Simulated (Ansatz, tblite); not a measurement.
# The cluster Al₃H₃: spin-state energies by level

Is the singlet the ground state of the cluster Al₃H₃? Other spin states are computed and compared level by level.

Program: Ansatz 0.2.0, Gaussian basis. Level of theory: as each input shows. These are calculated values, not measurements.

Levels to be run: triplet, at the geometry of the singlet (GFN1-xTB, GFN2-xTB, PBE0-D4/def2-TZVP, PBE-D4/def2-TZVP, r2SCAN-D4/def2-TZVP); the singlet's energies come from earlier runs.

1 further run of the same task is left out (set aside as unsound or not needed).

**1. The geometry**

The singlet was relaxed beforehand with PBE-D4/def2-TZVP. At that level it is the lowest of the isomers that a small search found.

6 atoms, charge 0, spin multiplicity 1.

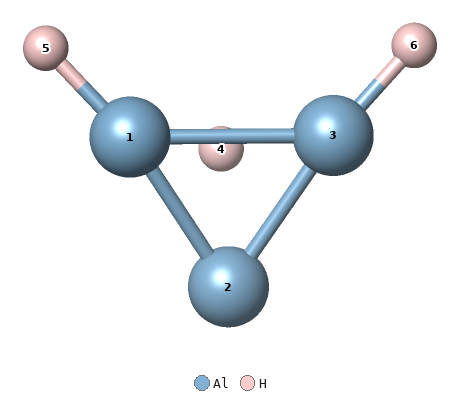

The structure; aluminium light blue, hydrogen pink; atoms are numbered from 1 in the order of the file.

**2. Triplet at the fixed geometry, GFN1-xTB**

Tight binding, by tblite at 300 K electronic temperature and without a spin-polarisation term:

```python
tblite.interface.Calculator('GFN1-xTB', numbers, positions, charge=0, uhf=2).singlepoint()
```

Energy -143.0636 eV; 0.004 s.

**3. Triplet at the fixed geometry, GFN2-xTB**

Tight binding, by tblite at 300 K electronic temperature and without a spin-polarisation term:

```python
tblite.interface.Calculator('GFN2-xTB', numbers, positions, charge=0, uhf=2).singlepoint()
```

Energy -123.2392 eV; 0.005 s.

**4. Triplet at the fixed geometry, PBE0-D4/def2-TZVP**

in.yaml

```yaml
crystal:
  periodic: [false, false, false]
  atoms:
    - {symbol: Al, position_ang: [0.567994, 1.269332, 0.142823]}
    - {symbol: Al, position_ang: [-1.107318, 0.305522, 1.674338]}
    - {symbol: Al, position_ang: [0.041259, -1.369980, 0.275588]}
    - {symbol: H, position_ang: [-0.974258, 0.180713, -0.315904]}
    - {symbol: H, position_ang: [1.212318, 2.199670, -1.010308]}
    - {symbol: H, position_ang: [0.260004, -2.585267, -0.766527]}
basis:
  gaussian: {orbitals: def2-TZVP}
magnetization: {spin_polarized: true, initial_magnetization: 2}
hamiltonian: {xc: pbe0, dispersion: d4}
scf: {omitted_lower_state_checks: [starts]}
output: {orbitals: {seedname: orbitals}}
```

Launch:

```
$ ansatz run in.yaml --threads 4 --pin off --events-out ev --progress --plain --max-ram 3916MiB
```

The log of the run:

```text
Functional definition: PBE0
  name "PBE0"
  cite "Adamo & Barone, J. Chem. Phys. 110, 6158 (1999) doi:10.1063/1.478522"
  cite "Perdew, Burke & Ernzerhof, Phys. Rev. Lett. 77, 3865 (1996) doi:10.1103/PhysRevLett.77.3865"
  parent pbe
  parameter a = 0.25
  parameter kappa = 0.804
  parameter beta = 0.06672455060314922
  exchange = (1 - a)*pbe_x(kappa = kappa, mu = beta*pi^2/3) + a*exact_x
  correlation = pbe_c(beta = beta)
these checks for a lower state are left out or cut short: starts
969 factors; their error is unknown
mean field evaluation 1: about -19826.1050 eV, gradient 1.2e1 eV
mean field evaluation 2: about -19826.4168 eV, gradient 1.1e1 eV
mean field evaluation 4: about -19827.4904 eV, gradient 7.3e-1 eV
mean field evaluation 8: about -19827.5347 eV, gradient 3.8e-2 eV
mean field evaluation 16: about -19827.5347 eV, gradient 3.3e-4 eV
mean field evaluation 32: about -19827.5347 eV, gradient 3.4e-5 eV
mean field -19827.53469979 eV, -728.6484606315 hartree, gradient 5.8e-6 eV, S^2 2.013267; 0 other end points of the search recorded, 0 dependent functions left out
reference -19827.53473219 eV, -728.6484618221 hartree; 22, 20 occupied and 107, 109 virtual orbitals, 969 factors
Total energy: -19827.64353238 eV, -728.6524601556 hartree
Checks for a lower state left out: starts
```

It took 4.8 s on 4 threads of Arm Neoverse V2, shared host.

Report: HOMO -4.36 eV, LUMO -4.30 eV (over both spins); ⟨S²⟩ 2.013 (pure: 2.00).

**5. Triplet at the fixed geometry, PBE-D4/def2-TZVP**

start.molden holds the orbitals of an earlier run on this state, given as this run's starting guess.

in.yaml: that of step 4 with these lines changed.

```diff
@@ -10,5 +10,5 @@
 basis:
-  gaussian: {orbitals: def2-TZVP}
+  gaussian: {orbitals: def2-TZVP, initial_orbitals: start.molden}
 magnetization: {spin_polarized: true, initial_magnetization: 2}
-hamiltonian: {xc: pbe0, dispersion: d4}
+hamiltonian: {xc: pbe, dispersion: d4}
 scf: {omitted_lower_state_checks: [starts]}
```

The command is unchanged.

The log of the run:

```text
Functional definition: PBE
  name "PBE"
  cite "Perdew, Burke & Ernzerhof, Phys. Rev. Lett. 77, 3865 (1996) doi:10.1103/PhysRevLett.77.3865"
  parent pbe
  parameter kappa = 0.804
  parameter beta = 0.06672455060314922
  exchange = pbe_x(kappa = kappa, mu = beta*pi^2/3)
  correlation = pbe_c(beta = beta)
these checks for a lower state are left out or cut short: starts
909 factors; their error is unknown
mean field evaluation 1: about -19825.7285 eV, gradient 7.5e0 eV
mean field evaluation 2: about -19825.8166 eV, gradient 1.6e-1 eV
mean field evaluation 4: about -19825.8074 eV, gradient 2.2e-3 eV
mean field evaluation 8: about -19825.8074 eV, gradient 2.0e-5 eV
mean field -19825.80737762 eV, -728.5849827127 hartree, gradient 8.0e-6 eV, S^2 2.007894; 0 other end points of the search recorded, 0 dependent functions left out
reference -19825.80742083 eV, -728.5849843005 hartree; 22, 20 occupied and 107, 109 virtual orbitals, 909 factors
Total energy: -19825.93531169 eV, -728.5896842029 hartree
Checks for a lower state left out: starts
```

Wall time 3.1 s (4 threads of Arm Neoverse V2, shared host).

HOMO -3.63 eV, LUMO -5.02 eV (over both spins; with the spin held, an empty level of the minority spin lies below the top filled one); ⟨S²⟩ 2.008 (pure: 2.00).

**6. Triplet at the fixed geometry, r2SCAN-D4/def2-TZVP**

in.yaml: that of step 5 with these lines changed.

```diff
@@ -12,3 +12,3 @@
 magnetization: {spin_polarized: true, initial_magnetization: 2}
-hamiltonian: {xc: pbe, dispersion: d4}
+hamiltonian: {xc: r2scan, dispersion: d4}
 scf: {omitted_lower_state_checks: [starts]}
```

The command is unchanged.

The log of the run:

```text
Functional definition: r2SCAN
  name "r2SCAN"
  cite "Furness, Kaplan, Ning, Perdew & Sun, J. Phys. Chem. Lett. 11, 8208 (2020) doi:10.1021/acs.jpclett.0c02405"
  cite "Furness, Kaplan, Ning, Perdew & Sun, J. Phys. Chem. Lett. 11, 9248 (2020) doi:10.1021/acs.jpclett.0c03077"
  parent r2scan
  parameter k0 = 0.174
  parameter k1 = 0.065
  parameter a1 = 4.9479
  exchange = r2scan_x(k0 = k0, k1 = k1, a1 = a1)
  correlation = r2scan_c
these checks for a lower state are left out or cut short: starts
909 factors; their error is unknown
mean field evaluation 1: about -19834.6515 eV, gradient 4.8e0 eV
mean field evaluation 2: about -19834.6898 eV, gradient 6.2e-2 eV
mean field evaluation 4: about -19834.6791 eV, gradient 7.4e-4 eV
mean field evaluation 8: about -19834.6791 eV, gradient 7.1e-5 eV
mean field evaluation 16: about -19834.6791 eV, gradient 1.6e-5 eV
mean field -19834.67907266 eV, -728.9110114919 hartree, gradient 3.3e-6 eV, S^2 2.020056; 0 other end points of the search recorded, 0 dependent functions left out
reference -19834.67909102 eV, -728.9110121665 hartree; 22, 20 occupied and 107, 109 virtual orbitals, 909 factors
Total energy: -19834.70555846 eV, -728.9119848269 hartree
Checks for a lower state left out: starts
```

Wall time 8.5 s (4 threads of Arm Neoverse V2, shared host).

From the report: HOMO -3.85 eV, LUMO -4.76 eV (over both spins; with the spin held, an empty level of the minority spin lies below the top filled one); ⟨S²⟩ 2.020 (pure: 2.00).

**7. Triplet less singlet, vertical**

The singlet's energies are those of its earlier runs, whose logs aren't repeated here.

| level | triplet less singlet, vertical (eV) | time |
| --- | --- | --- |
| GFN1-xTB | +4.073 | 0.008 s |
| GFN2-xTB | +1.859 | 0.009 s |
| PBE-D4/def2-TZVP | +1.716 | 4.1 s |
| r2SCAN-D4/def2-TZVP | +1.618 | 10 s |
| PBE0-D4/def2-TZVP | +1.712 | 6.2 s |

Times add the two runs; a level without a time comes out of a correlated run. Tight binding without a spin term can't rank spin states.

**8. What came out**

```
                                                quantity                                     value
triplet less singlet, vertical, functionals in def2-TZVP  +1.618 (r2SCAN-D4) to +1.716 eV (PBE-D4)
```

In words: All functionals put the triplet above the singlet, over a spread of 0.098 eV. The checks for a lower triplet were left out, so another state of that spin may lie lower. These are electronic energies, without zero-point motion, entropy or surroundings.
